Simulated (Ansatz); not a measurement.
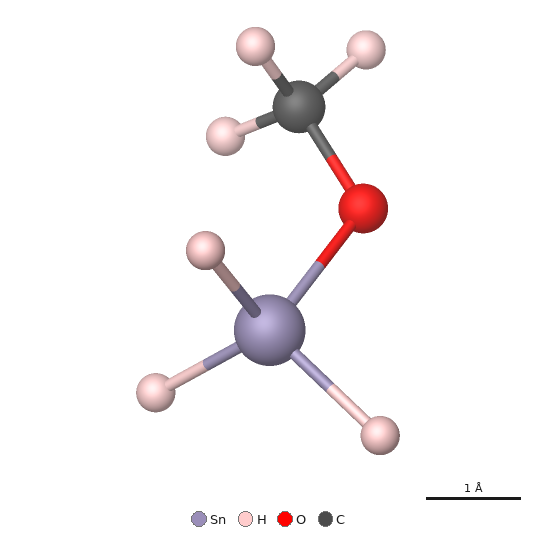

A ball-and-stick model of a molecule.

**Which formula does it have?**

CH6OSn, 9 atoms: 1 carbon, 6 hydrogen, 1 oxygen and 1 tin.

**What is the point group of this geometry?**

Cs.

**How many atoms are distinct by symmetry?**

7: 1 Sn, 2 H, 1 O, 1 C, 2 H, 1 H, 1 H.

More results for the same structure follow; atom numbers are the same in all pictures, views and colours differ. The computed structure is the end point of a PBE0-D4/def2-TZVP optimisation.

### Electronic properties

Level of theory: RKS PBE0-D4/def2-TZVPP, core potentials on Sn (Ansatz 0.2.0).

**Estimate the dispersion correction.**

−11.8 kJ/mol.

**What is the LUMO energy (Kohn–Sham orbital)?**

−0.39 eV.

**Give the HOMO energy (Kohn–Sham orbital) at this level.**

−7.50 eV.

### Charges

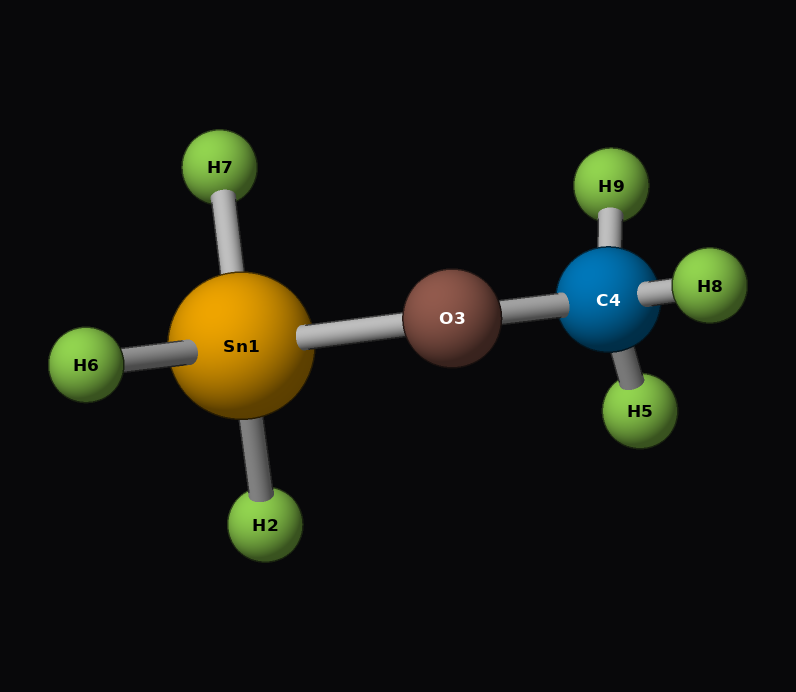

The questions are on Mulliken charges. Level of theory: RKS PBE0-D4/def2-TZVP, core potentials on Sn (Ansatz 0.2.0).

**Which atom carries the highest charge (most positive or least negative)?**

Sn1 (0.55 e).

**And the lowest?**

O3 (−0.52 e).

List the Mulliken charges.

```
atom  value (e)
 Sn1       0.55
  H2      −0.06
  O3      −0.52
  C4      −0.20
  H5       0.11
  H6      −0.05
  H7      −0.06
  H8       0.12
  H9       0.11
```

### Dipole moment

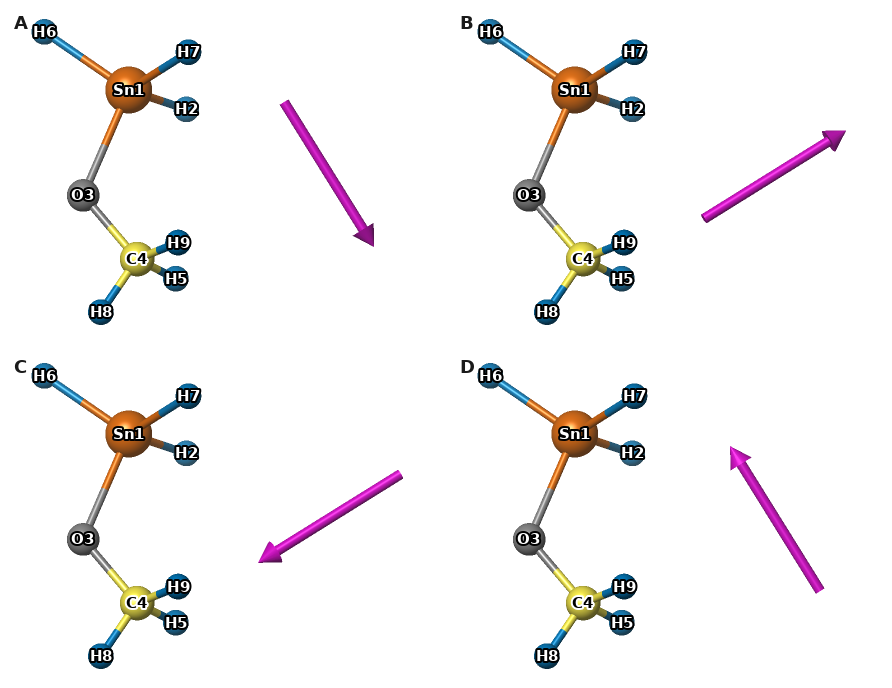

The same molecule four times, each with an arrow. Properties computed with RKS PBE0-D4/def2-TZVP, core potentials on Sn (Ansatz 0.2.0).

**Which arrow points along the dipole moment, from the negative to the positive end?**

B. The dipole moment is 1.41 D; it points from the side of H8 to the side of H2, H7 (the outermost atoms at the two ends).

Mulliken values depend strongly on the basis set and can even reverse the polarity of a bond.
